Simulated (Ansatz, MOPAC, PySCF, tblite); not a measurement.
Potential energy curve for Ga₂, triplet.

Methods: PM6, unrestricted, heats of formation (MOPAC); UKS-PBE = unrestricted PBE/cc-pVDZ run with Ansatz (a first-principles code); UCCSD = CCSD on UHF/cc-pVDZ, 18 core orbitals frozen run with PySCF; CASSCF(6,8)/cc-pVDZ (PySCF); GFN2-xTB, 300 K electronic temperature (tblite).

Energies are in kJ/mol, each relative to the lowest point of its own curve near equilibrium.

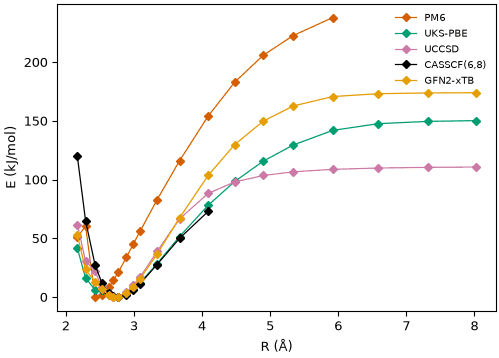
Energy against bond length for each method.

```
R / Å    PM6  UKS-PBE  UCCSD  CASSCF(6,8)  GFN2-xTB
-----  -----  -------  -----  -----------  --------
2.17    50.8     41.5   61.7        119.7      52.8
2.29    60.7     16.4   30.6         65.1      23.5
2.43     0.0      6.1   22.0         27.3      13.0
2.53     2.0      6.3    8.4         12.0       7.1
2.63     8.2      2.1    1.6          3.6       1.5
2.70    14.2      0.2    0.0          0.8       0.0
2.77    21.0      0.0    0.3          0.0       0.3
2.89    33.8      2.6    4.3          2.0       3.9
2.99    44.9      6.7    9.9          5.9       9.0
3.09    56.0     12.1   16.8         11.3      15.5
3.34    82.8     28.5   38.8         27.7      36.6
3.67   116.0     51.6   66.6         50.0      67.4
4.09   154.1     78.1   88.3         72.9     103.5
4.48   183.0     98.4   98.0            —     129.9
4.90   205.9    115.7  103.5            —     149.8
5.34   222.7    129.5  106.6            —     162.7
5.92   238.0    141.9  108.8            —     170.7
6.59       —    147.6  109.9            —     173.2
7.32       —    149.6  110.4            —     173.8
8.02       —    150.2  110.7            —     174.0
```

At the longest distance, 8.02 Å, GFN2-xTB lies highest above its minimum (174.0 kJ/mol) and UCCSD lowest (110.7 kJ/mol).

Dashes: no converged value, or the column stops at the first point that the program doubted or that broke a chosen test of continuity, which isn't proof of a fault.

The unrestricted determinant behind UCCSD is spin-contaminated at 2.17 to 2.29 Å (<S²> up to 2.3, against 2.00 for a pure triplet).
